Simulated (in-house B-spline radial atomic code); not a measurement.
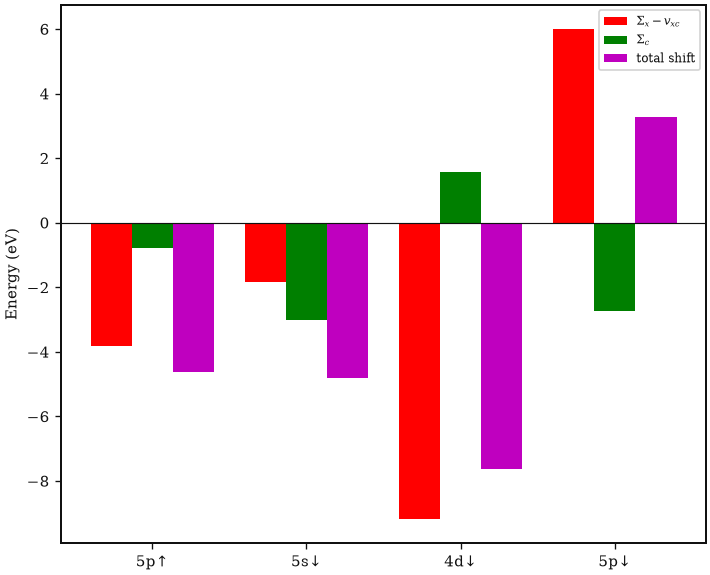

Parts of the G₀W₀ correction to each level for Ba⁵⁺ ([Kr] 4d¹⁰ 5s² 5p³). All-electron spherical atom, scalar X2C, PBE with 30 % exact exchange start, no spin-orbit coupling, Breit or QED terms; computed with a B-spline radial code. The quasi-particle equation is solved at full frequency; levels of low quasi-particle weight Z are left out.

Give the quasi-particle levels and their parts.

G₀W₀ moves the highest occupied level, 5p↑, from −69.82 to −74.44 eV (renormalisation factor Z = 0.96). The empty level 5p↓ goes from −62.44 to −59.17 eV.

```tsv
Level	Mean field (eV)	Σx − vxc (eV)	Σc (eV)	Z	G₀W₀ (eV)
5p↑	−69.82	−3.83	−0.79	0.96	−74.44
5s↓	−82.78	−1.82	−3.00	0.96	−87.60
4d↓	−148.25	−9.17	1.56	0.91	−155.86
5p↓	−62.44	6.00	−2.73	0.95	−59.17
```

Note: relativistic terms absent here (spin-orbit coupling, Breit, QED) can be large for so heavy or highly charged an atom or ion.
